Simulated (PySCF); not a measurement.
# CH$_{3}$ClOSi, SMILES `O=C[SiH2]Cl`: electronic structure

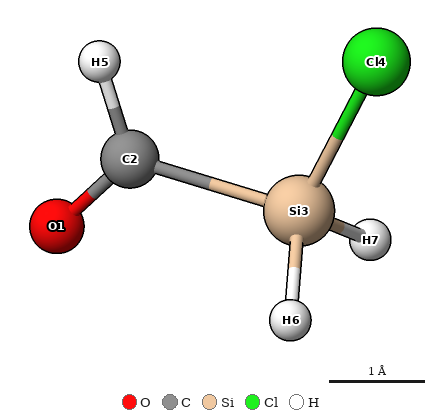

The molecule, with its atoms numbered as below. No frequency check shows the geometry to be a minimum.

Cartesian coordinates (Å):

```
O1      -2.5652    0.2148   -0.0003
C2      -1.4076    0.5415    0.0002
Si3      0.0509   -0.7167    0.0001
Cl4      1.7334    0.3823   -0.0001
H5      -1.1506    1.6249    0.0011
H6      -0.0316   -1.5287    1.2075
H7      -0.0316   -1.5291   -1.2070
```

Part 1: Bonding charge

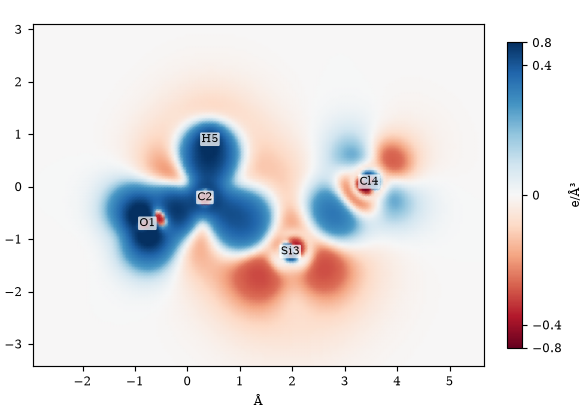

Deformation density (molecule less spherical, spin-averaged free atoms) in the plane of O1, C2, Si3, Cl4 and H5; colour scale in e/Å³, logarithmic beyond ±0.1; blue: gain, red: loss.

Method: ωB97X/6-311G**; geometry: GFN2-xTB; program: PySCF.

Q: How much density has each bond in this plane gained at its critical point, relative to the free atoms?

A: C2–H5: +0.75 e/Å³ at the bond critical point (bond length 1.11 Å, Mayer order 0.9). O1–C2: +0.58 e/Å³ at the bond critical point (bond length 1.20 Å, Mayer order 2.0). C2–Si3: +0.21 e/Å³ at the bond critical point (bond length 1.93 Å, Mayer order 0.8). Si3–Cl4: +0.08 e/Å³ at the bond critical point (bond length 2.01 Å, Mayer order 1.0); up to 0.6 Å beside the axis the gain reaches +0.21 e/Å³. In all, 1.9 electrons gather in the regions of gain relative to the promolecule. A small or negative value marks a very polar bond, one between electron-rich atoms, whose free-atom densities already overlap strongly, a long bond to a heavier atom, or a closed-shell contact such as a hydrogen bond.

Part 2: Local ionisation energy

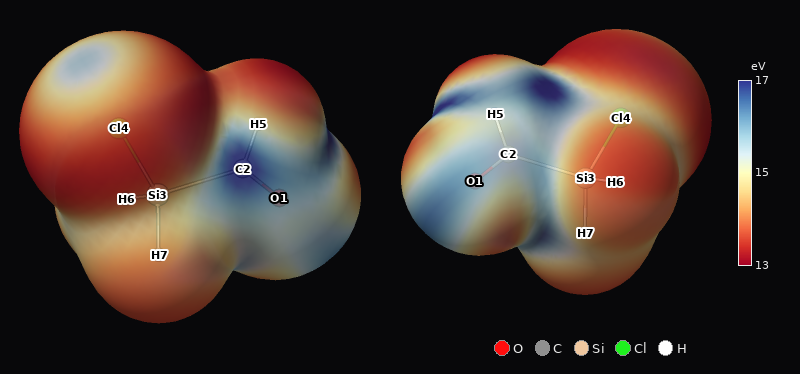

Average local ionisation energy on the surface of electron density 0.001 a.u. (back view left, front view right).

Q: Where are the most loosely bound electrons on this surface?

A: The lowest value is 13.1 eV, 1.4 Å from H5. Further minima include 13.2 eV, 2.1 Å from Cl4; 13.6 eV, 1.5 Å from H7. For comparison, the highest occupied orbital lies at −9.7 eV.

Part 3: Excited states

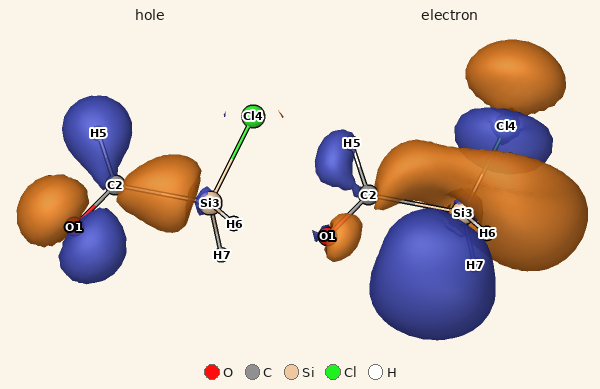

Leading natural transition orbital pair of S₂ (TDA singlet states); the surfaces enclose about 78 % of each orbital's density.

Computed with PySCF, PBE/cc-pVDZ, geometry: GFN2-xTB. Without diffuse functions Rydberg states are missing, so the states' numbers hold for this basis only.

Q: What kind of excitation is it, and where does it lie?

A: 5.01 eV (247 nm), f = 0.002, n → σ*, charge transfer, whose energy this functional puts too low; the leading pair carries 99 %; hole on O1 (54 %), C2 (16 %) and Si3 (12 %), electron on Si3 (51 %), Cl4 (23 %) and H6 and H7 (8 % each); their centroids lie 2.2 Å apart. In canonical orbitals it is mainly HOMO → LUMO+1 (99 %). The HOMO–LUMO gap is 2.81 eV.

Part 4: Removing or adding an electron

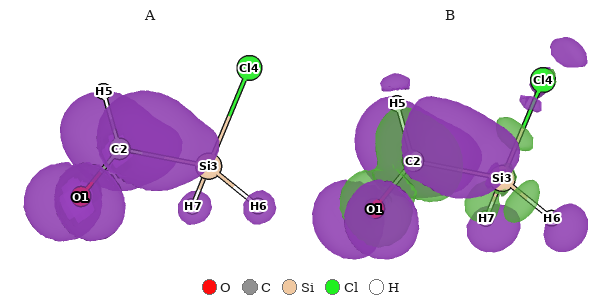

The Fukui function f⁺ from two separate SCF calculations and the density of the LUMO, at ±0.02 e/Å³ (purple positive, green negative).

Computed with PySCF, BP86/6-31+G*, geometry: GFN2-xTB.

Q: Which panel is which, and how good is the frozen-orbital picture?

A: B is f⁺ (it has negative regions), A the LUMO density. The LUMO lies on C2 (43 %), O1 (34 %) and Si3 (13 %); f⁺ (Hirshfeld-condensed) is largest on C2 (0.25), O1 (0.21) and Si3 (0.21); the vertical electron affinity is 0.04 eV (the stability of the anion's solution wasn't checked; the anion's highest orbital has positive energy, so this value and f⁺ depend on the basis). Relaxation shifts 30 % of the electron between atoms. The orbital energy is −3.18 eV.

Part 5: Stretching a bond

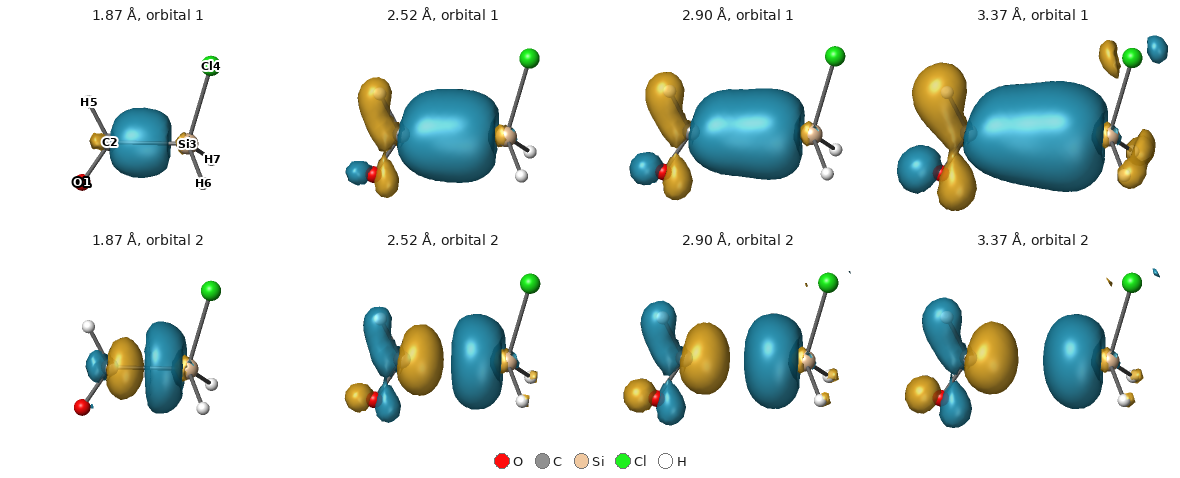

Rigid stretch of the C2–Si3 bond. The two CASSCF(2,2) natural orbitals nearest half filling (orbital 1 the more occupied).

Method: def2-SVP basis; geometry: GFN2-xTB; program: PySCF.

Q: How do the occupations change along the stretch?

A: 1.87 Å: 1.98 and 0.02; 2.52 Å: 1.92 and 0.08; 2.90 Å: 1.82 and 0.18; 3.37 Å: 1.61 and 0.39. At the longest distance computed (5.24 Å) they are 1.06 and 0.94, and the effective number of unpaired electrons is 2.0.

Q: Where does the UHF solution part from RHF?

A: Between 2.52 Å (⟨S²⟩ = 0, the two coincide) and 2.90 Å (⟨S²⟩ = 0.66); at 5.24 Å ⟨S²⟩ is 1.02 and UHF lies 4.2 eV below RHF.

Q: How much energy does the stretch cost?

A: By CASSCF, 3.0 eV from the lowest point of the scan (1.87 Å) to 5.24 Å; RHF gives 6.6 eV from its own lowest point. The fragments aren't relaxed and dynamic correlation is missing, so this isn't a bond dissociation energy.
